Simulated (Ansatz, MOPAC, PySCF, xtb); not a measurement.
HCl (SMILES Cl) and CH5N (SMILES CN) are pulled apart as rigid monomers along the line of their centres of mass, from the B3LYP-D3(BJ)/def2-TZVP minimum. Starting geometry (charge 0, multiplicity 1):
```tsv
atom	x (Å)	y (Å)	z (Å)
Cl	0.9705	1.1443	0.1651
H	0.7678	0.4012	1.3159
C	-0.8377	0.1905	3.1487
N	0.4222	-0.3723	2.6447
H	-1.6057	0.0683	2.3862
H	-0.7026	1.2584	3.3145
H	-1.1809	-0.2732	4.0771
H	0.3369	-1.3627	2.4460
H	1.1778	-0.2543	3.3101
```

Interaction energies with rigid monomers; basis-set methods are counterpoise corrected unless marked otherwise.

Correlated levels freeze the cores. Rows in 3-21G carry no dispersion term and start afresh at each structure. The state that AM1 reach isn't checked.

The values were computed with Ansatz (Gaussian orbitals); MOPAC for AM1 (differences of heats of formation); PySCF for 3-21G rows; xtb for the GFN methods. Values without a source in brackets are computed.

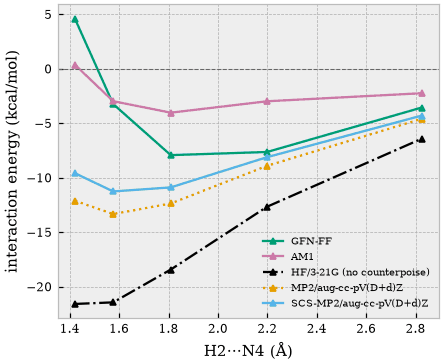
Fig. 1. Interaction energy against separation

**Question.** Which level binds most strongly at H2···N4 = 1.58, and by how much?

**Answer.** HF/3-21G (no counterpoise), -21.4 kcal/mol.

Ansatz is a quantum-chemistry and plane-wave program.
